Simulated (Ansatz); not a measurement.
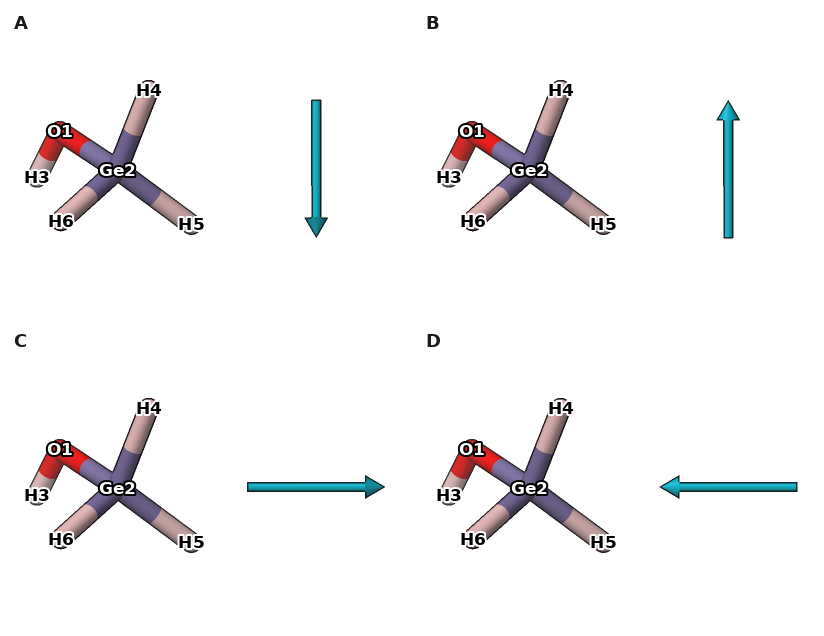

The same molecule four times, each with an arrow. The computed structure is the end point of a PBE-D4/def2-SVP optimisation. No frequency run is at hand to confirm it as a minimum. Level of theory: RKS PBE-D4/def2-SVP (Ansatz 0.2.0).

Which arrow points along the dipole moment, from the negative to the positive end?

A. The dipole moment is 1.43 D; it points from the side of H4 to the side of H5, H6 (the outermost atoms at the two ends).
